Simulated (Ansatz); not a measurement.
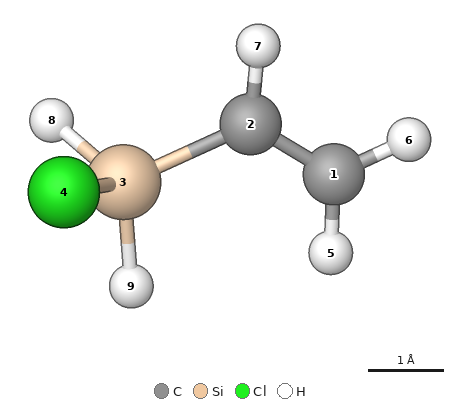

This is the input geometry for a relaxation of C$_{2}$H$_{5}$ClSi. Style: ball-and-stick. Shown at a tilt.

The start comes from PBE-D4/def2-SVP.

Method: RKS PBE0-D4/def2-TZVP (Ansatz).

The input:
```yaml
crystal:
  periodic: [false, false, false]
  atoms:
    - {symbol: C, position_ang: [0.408544, 1.371662, -0.686154]}
    - {symbol: C, position_ang: [0.492843, 0.472059, 0.314958]}
    - {symbol: Si, position_ang: [-0.566094, -1.065500, 0.368905]}
    - {symbol: Cl, position_ang: [0.633014, -2.772602, 0.237640]}
    - {symbol: H, position_ang: [-0.292013, 1.239285, -1.529672]}
    - {symbol: H, position_ang: [1.032163, 2.282157, -0.711621]}
    - {symbol: H, position_ang: [1.217405, 0.651399, 1.130437]}
    - {symbol: H, position_ang: [-1.329767, -1.165608, 1.658866]}
    - {symbol: H, position_ang: [-1.507696, -1.059053, -0.800459]}
basis:
  gaussian: {orbitals: def2-TZVP}
hamiltonian: {xc: pbe0, dispersion: d4}
relax: {f_tol: 0.005, max_steps: 150}
```

Predict the outcome.

After 8 geometry steps the energy has fallen by 1.06 kcal/mol. Largest force component: 0.49 eV/Å at the start, 0.0016 eV/Å at the end. The largest move after the best rigid fit is that of H5, 0.045 Å. By element the largest moves are H 0.045 Å, Cl 0.042 Å, C 0.024 Å, Si 0.020 Å. Some distances before and after: Si3–Cl4 2.090 → 2.061 Å, Si3–H8 1.502 → 1.483 Å, C2–Si3 1.868 → 1.848 Å, C1–C2 1.349 → 1.330 Å.

The structure at the end:

```xyz
9

C     0.3963    1.3580   -0.6709
C     0.5035    0.4625    0.3072
Si   -0.5562   -1.0508    0.3592
Cl    0.6131   -2.7455    0.2632
H    -0.3076    1.2291   -1.4886
H     1.0045    2.2577   -0.7018
H     1.2290    0.6353    1.0998
H    -1.3250   -1.1441    1.6237
H    -1.4692   -1.0483   -0.8090
```
